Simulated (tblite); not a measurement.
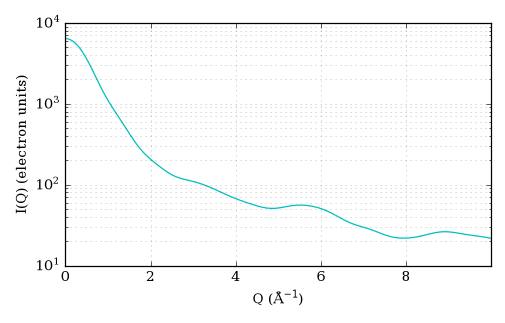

Elastic X-ray scattering of a randomly oriented, rigid molecule, calculated with the Debye equation from neutral-atom form factors (independent atoms, no Compton part, no vibration). The geometry is the end point of an optimisation (GFN2-xTB geometry optimisation, gas phase in tblite); it may be a saddle point or a higher isomer. It contains O, C, H.

How many electrons does the independent-atom model of the molecule hold?

Answer. I(0) is the square of the electron number: I(0) = 6400, so about 80 electrons, the count of C9H10O2.

What radius of gyration does the initial fall-off give?

Answer. From I(Q) ≈ I(0) exp(−Q²R²/3) at small Q, R ≈ 2.72 Å. It is larger than the electron-weighted radius of the nuclear positions alone (2.60 Å), because each atom's electron cloud adds to it.
